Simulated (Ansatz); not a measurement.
| atom | x (Å) | y (Å) | z (Å) |
| --- | --- | --- | --- |
| O | -1.0429 | -1.6870 | -0.1381 |
| W | -0.0697 | -0.3093 | -0.2750 |
| O | -0.5135 | 0.8504 | 1.1175 |
| S | 1.9684 | -0.8931 | -0.1131 |
| Cl | -0.4203 | 0.6420 | -2.2930 |
| H | 0.1200 | 1.3330 | 1.6557 |

Geometry: PBE0-D4/def2-TZVP; core potentials replace the inner electrons of W.

Method: RKS PBE0-D4/def2-TZVPP (Ansatz 0.2.0).

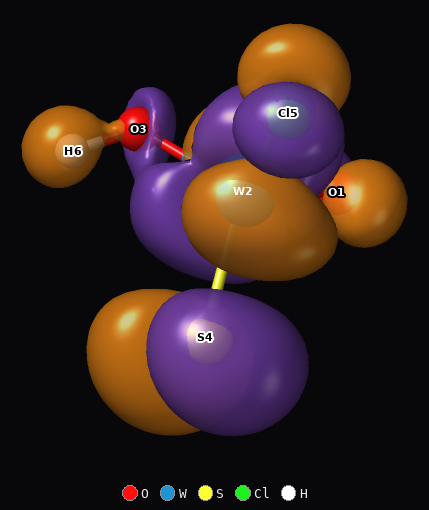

ClHO$_{2}$SW (SMILES [O]=[W]([OH])(=[S])[Cl]). The LUMO at ±0.08 Å⁻³ᐟ² (orange and purple are the two phases), seen at a tilt.

Q: Where does this orbital lie, and at what energy?

A: By Hirshfeld shares it lies mainly on W2 (about 50 %), S4 (about 30 %) and Cl5 (about 10 %). Its energy is −2.78 eV.
